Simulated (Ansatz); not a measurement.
## Electronic structure of C2H6O2Si2 (SMILES O[SiH2]O[SiH]1C=C1) in real space

```
atom    x (Å)    y (Å)    z (Å)
   O  -0.9496  -1.9352   2.3334
  Si   0.2287  -0.8941   1.8509
   O  -0.1142  -0.3472   0.3146
  Si   0.6525   0.6908  -0.7667
   C  -0.4551   1.7160  -1.7316
   C  -0.1792   0.6353  -2.3606
   H  -1.6544  -2.0249   1.6515
   H   1.5445  -1.6246   1.8576
   H   0.3191   0.2733   2.8228
   H   2.0563   0.6971  -0.8528
   H  -1.0211   2.6274  -1.8183
   H  -0.3506   0.1307  -3.2669
```

Theory: SCF hf, Gaussian basis in Ansatz 0.2.0.

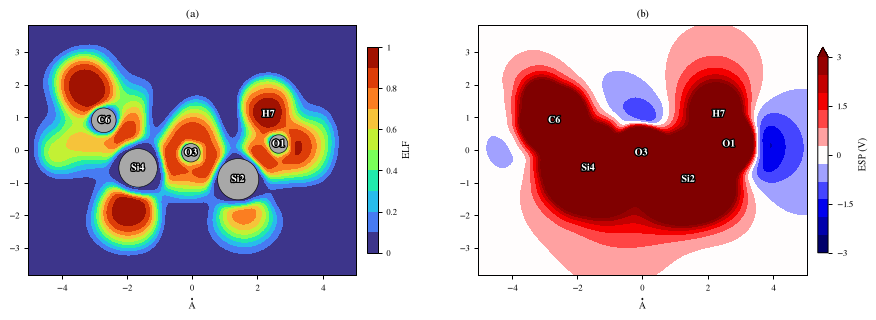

Figure 1. (a) electron localisation function; (b) electrostatic potential on the plane of atoms O3, Si4 and C6. Grey discs cover the atomic cores in the ELF map.

Question: Read the bonding off the picture.

Answer:
- The section cuts through O, Si, C and H sites.
- Si–O (1.64 Å): the ELF peaks at about 0.90 between the atoms; a shared but strongly polarised pair.
- C–Si (1.80 Å): the ELF peaks at about 0.80 between the atoms; a covalent bond.
- O–H (0.98 Å): the ELF climbs to about 1 towards the hydrogen, as it does in any bond to H; a covalent bond by its length.
- The ELF also peaks beside O1 and O3, away from the bonds: lone-pair regions.
- Outside the dense part of the molecule the potential is most negative (−1.9 V) near O1.

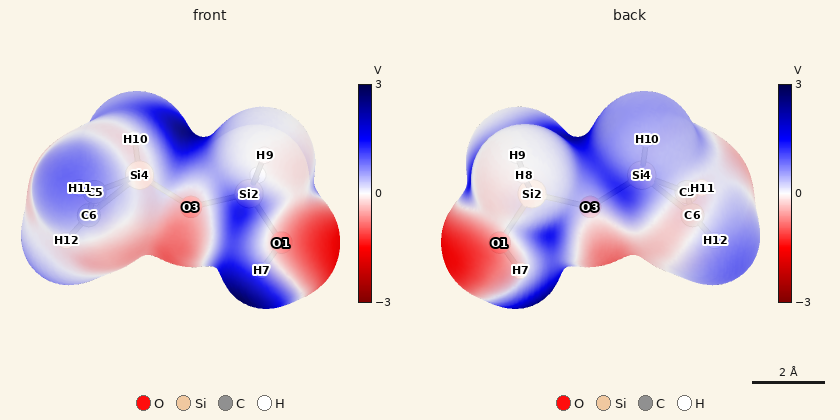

Figure 2. The electrostatic potential painted on the density surface at 0.002 e/bohr³, seen from the front and from behind; red is negative and blue positive.

Question: Describe the electrostatic potential map.

Answer: The most negative region (about −1.5 V) lies over O1, the most positive (about +2.7 V) over H7. O1 is the likeliest acceptor of a hydrogen bond.

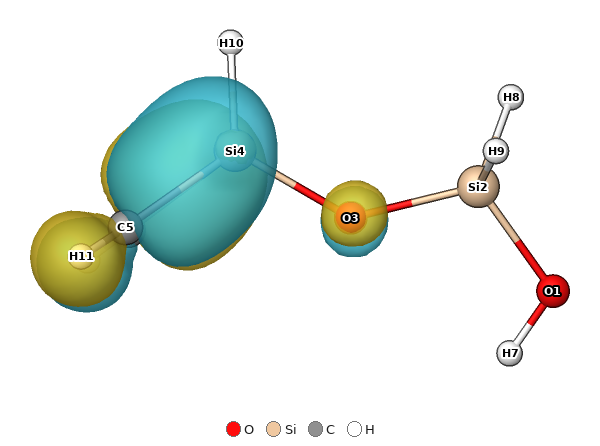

Figure 3. The HOMO at ±0.15 Å⁻³ᐟ² (yellow and cyan are the two phases), seen across its widest extent.

Question: Where does this orbital lie, and at what energy?

Answer: By Hirshfeld shares it lies mainly on Si4 (about 30 %), C6 (about 25 %), C5 (about 20 %) and H11 (about 5 %). Its energy is −9.52 eV.
